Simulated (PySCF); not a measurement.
# Run report: C$_{2}$H$_{5}$BN, geometry relaxation (part 2 of 2)

The same run, continued: C$_{2}$H$_{5}$BN, multiplicity 2; PBE/6-31G*, UKS (PySCF 2.14.0). The geometry comes from this level: PBE0-D4/def2-TZVP symmetrised.

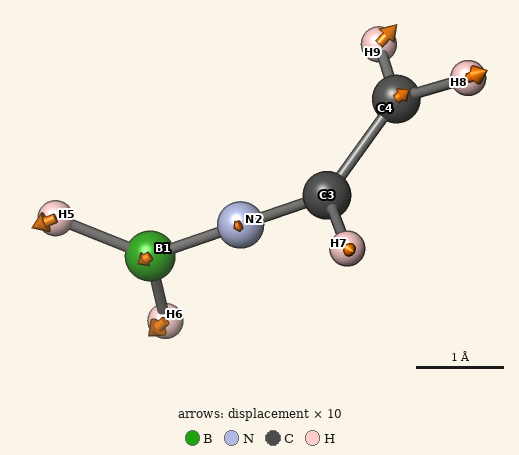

The starting structure with the displacements as orange arrows, magnified 10 times (ball-and-stick view, seen at a tilt). The two geometries are laid on each other by the best rigid fit. Over 5 geometry steps the energy falls by 0.025 eV. The largest force component goes from 0.68 to 0.0074 eV/Å. The largest moves after the best rigid fit, 0.032 Å, are those of H5 and H9. Largest moves by element: H 0.032 Å, C 0.020 Å, B 0.018 Å, N 0.010 Å. Among the contacts that change: N2–C3 1.284 → 1.300 Å, C3–C4 1.392 → 1.404 Å, C3–H7 1.093 → 1.104 Å, B1–H5 1.202 → 1.213 Å. (Atoms are counted from 1 in the order of the input.)

```
Step    5 : Displace = 5.649e-04/9.886e-04 (rms/max) Trust = 4.968e-02 (+) Grad = 7.226e-05/1.557e-04 (rms/max) E (change) = -158.5537105577 (-1.583e-07) Quality = 0.887
Hessian Eigenvalues: 2.29995e-02 2.30000e-02 2.59716e-02 ... 5.58750e-01 6.07667e-01 7.16100e-01
Converged! =D

converged: True
B          -0.81398915        1.72381827       -0.08832898
N          -0.42999918        0.43096096       -0.08273993
C          -0.06110842       -0.81576206       -0.07779776
C           1.23544047       -1.25101812        0.23805158
H          -1.25748637        2.22398494        0.92418336
H          -0.71159193        2.37761546       -1.10531845
H          -0.81459337       -1.58014362       -0.33832578
H           1.48278398       -2.31511673        0.22412384
H           2.01402079       -0.53070016        0.50196778

WARN: HOMO -0.233205102738288 >= LUMO -0.233205102738289

converged SCF energy = -158.553710557771  <S^2> = 0.76314608  2S+1 = 2.0131032
total energy: -158.55371056 hartree
frequencies (1/cm) [ 148.1  220.5  404.8  500.9  536.9  762.3  820.9  874.8  888.1  939.1
 1058.9 1160.4 1204.8 1398.4 1470.6 1701.9 2494.9 2551.9 3018.5 3116.4
 3222.2]
temperature 298.1500 [K]
pressure 101325.00 [Pa]
Rotational constants [GHz] 38.70937 4.58443 4.25339
Symmetry number 1
Zero-point energy (ZPE) 0.06492 [Eh]   170440.112 [J/mol]
                           tot       elec      trans        rot        vib
Entropy [J/mol/K]       295.797      5.763    158.467     98.614     32.952
Cv [J/mol/K]             72.655      0.000     12.472     12.472     47.712
Cp [J/mol/K]             80.970      0.000     20.786     12.472     47.712
Internal energy [J/mol]                      3718.434   3718.434 176499.644
Internal energy [Eh]   -158.48365  -158.55371
Enthalpy [J/mol]                             6197.391   3718.434 176499.644
Enthalpy [Eh]          -158.48271
Gibbs free energy [J/mol]                  -41049.610 -25683.463 166674.866
Gibbs free energy [Eh] -158.51630
```

## Trajectory as extended XYZ (Å, eV, eV/Å), 6 frames, from step=0 to step=5
```
9
Properties=species:S:1:pos:R:3:forces:R:3 step=0 energy=-4314.44174
B    -0.8029    1.7093   -0.0869   -0.0304   0.0722   0.0222
N    -0.4247    0.4222   -0.0827   -0.2661   0.6773  -0.0208
C    -0.0645   -0.8099   -0.0786    0.0501  -0.5182  -0.0250
C     1.2227   -1.2361    0.2358    0.2007  -0.1294   0.0440
H    -1.2394    2.1985    0.9210   -0.0961   0.1378   0.1941
H    -0.6974    2.3514   -1.0965    0.0111   0.1819  -0.2177
H    -0.8097   -1.5673   -0.3361   -0.2665  -0.2836  -0.0932
H     1.4723   -2.2888    0.2239    0.1123  -0.3660   0.0026
H     1.9871   -0.5150    0.4958    0.2848   0.2280   0.0938
9
Properties=species:S:1:pos:R:3:forces:R:3 step=1 energy=-4314.46094
B    -0.8280    1.7314   -0.0892    0.0247  -0.0124  -0.0136
N    -0.4286    0.4430   -0.0807    0.2049  -0.0160   0.0765
C    -0.0453   -0.7991   -0.0726   -0.1528  -0.2527  -0.0611
C     1.2444   -1.2660    0.2388   -0.0334   0.2698   0.0110
H    -1.2782    2.2329    0.9193   -0.0040  -0.0053   0.0014
H    -0.7293    2.3783   -1.1104   -0.0090   0.0180  -0.0054
H    -0.8021   -1.5608   -0.3345   -0.0026  -0.0117  -0.0021
H     1.4743   -2.3343    0.2191   -0.0492   0.0241  -0.0113
H     2.0363   -0.5610    0.5059    0.0214  -0.0139   0.0046
9
Properties=species:S:1:pos:R:3:forces:R:3 step=2 energy=-4314.45373
B    -0.7994    1.7197   -0.0835   -0.0054  -0.0507  -0.0272
N    -0.4350    0.4182   -0.0845   -0.2503  -0.1573  -0.0699
C    -0.0841   -0.8386   -0.0857    0.3562   0.3912   0.1242
C     1.2295   -1.2335    0.2376   -0.1534  -0.2900  -0.0633
H    -1.2368    2.2262    0.9328    0.0379  -0.0397  -0.0632
H    -0.6881    2.3768   -1.1025   -0.0011  -0.0483   0.0799
H    -0.8332   -1.6149   -0.3465    0.1255   0.1801   0.0477
H     1.4951   -2.2970    0.2281    0.0457   0.1072   0.0205
H     1.9954   -0.4927    0.5000   -0.1551  -0.0925  -0.0488
9
Properties=species:S:1:pos:R:3:forces:R:3 step=3 energy=-4314.46615
B    -0.8128    1.7241   -0.0879   -0.0007  -0.0100  -0.0076
N    -0.4304    0.4303   -0.0829   -0.0234  -0.0005  -0.0065
C    -0.0632   -0.8170   -0.0784    0.0483   0.0044   0.0124
C     1.2352   -1.2497    0.2381   -0.0243  -0.0174  -0.0076
H    -1.2562    2.2238    0.9255    0.0051   0.0005  -0.0108
H    -0.7099    2.3776   -1.1060   -0.0015  -0.0059   0.0184
H    -0.8159   -1.5830   -0.3390    0.0104   0.0221   0.0049
H     1.4836   -2.3140    0.2244    0.0004   0.0152   0.0012
H     2.0131   -0.5280    0.5019   -0.0143  -0.0086  -0.0045
9
Properties=species:S:1:pos:R:3:forces:R:3 step=4 energy=-4314.46625
B    -0.8142    1.7238   -0.0879    0.0037  -0.0061  -0.0038
N    -0.4300    0.4309   -0.0826   -0.0064   0.0144   0.0035
C    -0.0611   -0.8156   -0.0778    0.0094  -0.0126   0.0015
C     1.2356   -1.2508    0.2380   -0.0061   0.0011  -0.0016
H    -1.2579    2.2249    0.9241   -0.0001  -0.0007   0.0000
H    -0.7114    2.3768   -1.1053   -0.0013   0.0032   0.0004
H    -0.8143   -1.5802   -0.3385   -0.0011   0.0011  -0.0003
H     1.4822   -2.3151    0.2237    0.0018  -0.0004   0.0004
H     2.0144   -0.5308    0.5021    0.0001   0.0000   0.0000
9
Properties=species:S:1:pos:R:3:forces:R:3 step=5 energy=-4314.46626
B    -0.8140    1.7238   -0.0883    0.0015  -0.0038  -0.0006
N    -0.4300    0.4310   -0.0827   -0.0011   0.0044  -0.0006
C    -0.0611   -0.8158   -0.0778    0.0031  -0.0074   0.0002
C     1.2354   -1.2510    0.2381   -0.0007   0.0030   0.0001
H    -1.2575    2.2240    0.9242   -0.0009   0.0023   0.0003
H    -0.7116    2.3776   -1.1053   -0.0006   0.0011   0.0008
H    -0.8146   -1.5801   -0.3383   -0.0009   0.0004  -0.0001
H     1.4828   -2.3151    0.2241   -0.0014  -0.0005  -0.0004
H     2.0140   -0.5307    0.5020    0.0009   0.0004   0.0003
```

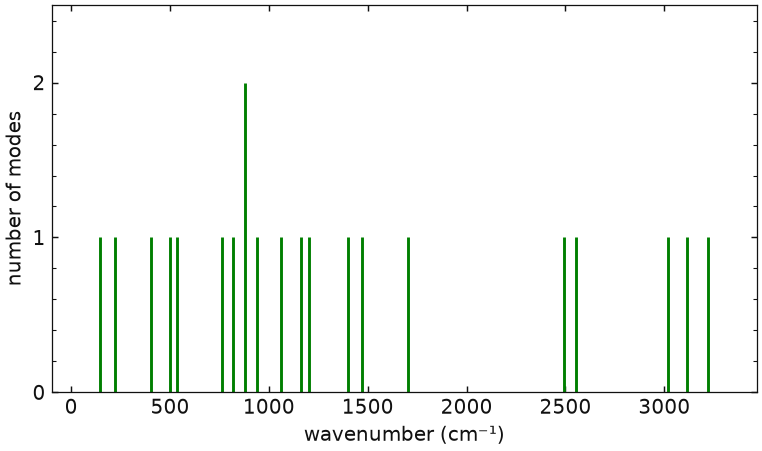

Harmonic vibrational wavenumbers from the force constants; neighbouring modes closer than 14 cm⁻¹ are counted in one stick. 21 modes from 148 to 3222 cm⁻¹, none imaginary.

This output came from the following input.

## Input file (input.py)
```python
import numpy
from pyscf import gto, dft, symm
from pyscf.hessian import thermo
from pyscf.geomopt.geometric_solver import kernel as optimise

mol = gto.Mole()
mol.atom = '''
B   -0.802911   1.709317  -0.086900
N   -0.424711   0.422217  -0.082700
C   -0.064511  -0.809883  -0.078600
C    1.222689  -1.236083   0.235800
H   -1.239399   2.198464   0.920999
H   -0.697399   2.351364  -1.096501
H   -0.809711  -1.567283  -0.336100
H    1.472289  -2.288783   0.223900
H    1.987089  -0.514983   0.495800
'''
mol.max_memory = 1860
mol.spin = 1
mol.basis = '6-31g*'
mol.verbose = 3
mol.build()

mf = dft.UKS(mol, xc='pbe')
mf.conv_tol = 1e-10
mf.grids.level = 4
converged, mol_eq = optimise(mf, maxsteps=80)
print('converged:', converged)
print(mol_eq.tostring())

mf.reset(mol_eq)
mol = mol_eq
mf.kernel()
etot = mf.e_tot
print(f'total energy: {etot:.8f} hartree')
hess = mf.Hessian().kernel()
modes = thermo.harmonic_analysis(mol, hess)
print('frequencies (1/cm)', numpy.round(modes['freq_wavenumber'], 1))
symm.geom.TOLERANCE = 1e-3  # for the symmetry number
th = thermo.thermo(mf, modes['freq_au'], 298.15, 101325)
thermo.dump_thermo(mol, th)
```

Command:
```bash
OMP_NUM_THREADS=1 python input.py
```

## Results in brief

- outcome: converged
- total energy: −158.553711 hartree
- basis functions: 66
- ⟨S²⟩: 0.763
- zero-point energy: 0.064917 hartree
- dipole moment: 2.33 D
- wavenumbers, lowest and highest: 148 and 3222 cm⁻¹
- hardware: 1 thread of Arm Neoverse V1, 24 GiB of memory available, shared host
- wall time: 7.2 min
- peak memory: 1.1 GiB
